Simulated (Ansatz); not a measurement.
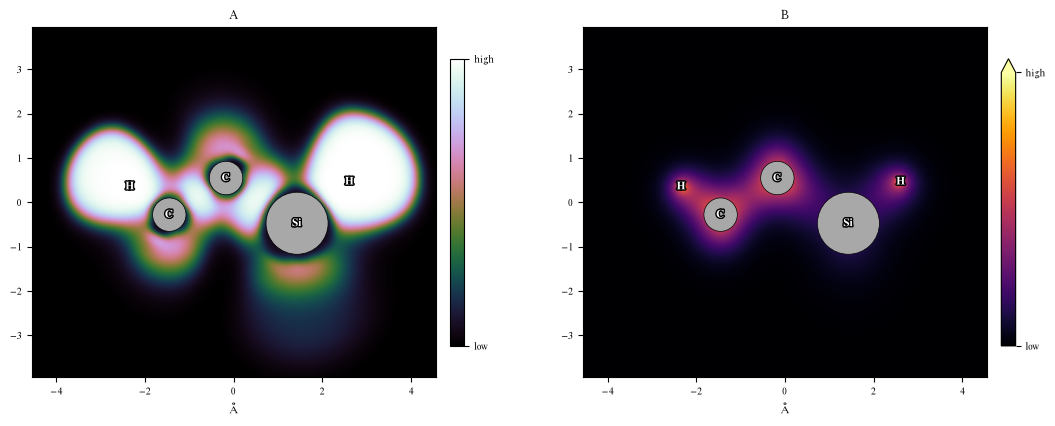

C2H7AgSi: 2 fields on the plane of atoms C1, C2 and Si4, with unlabelled colour scales. Grey discs cover the atomic cores.

Geometry: PBE0-D3(BJ)/def2-SVP; core potentials replace the inner electrons of Ag.

Computed with Ansatz, isolated molecule in a Gaussian basis; Kohn-Sham density functional theory, functional PBE0.

### The panels show electron density and electron localisation function in some order. Assign them.

Panel A: electron localisation function. Panel B: electron density. From the grid: C–C (1.52 Å): ρ is about 1.6 e/Å³ halfway; the ELF peaks at about 0.95 between the atoms: localised, covalent bonding. C–Si (1.90 Å): the density is about 0.92 e/Å³ at the midpoint; the ELF peaks at about 0.95 between the atoms (a covalent bond).
